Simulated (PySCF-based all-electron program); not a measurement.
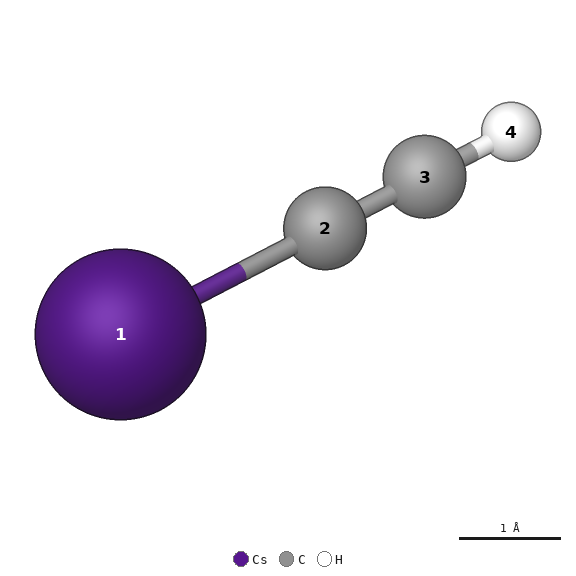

Figure made from data computed with PySCF-based all-electron program.

Atoms carry their numbers in the input. Geometry: a fixed input geometry, not necessarily a minimum.

What are the angles Cs1–C2–C3, C2–C3–H4?

```csv
angle,degrees
Cs1–C2–C3,180.0
C2–C3–H4,180.0
```
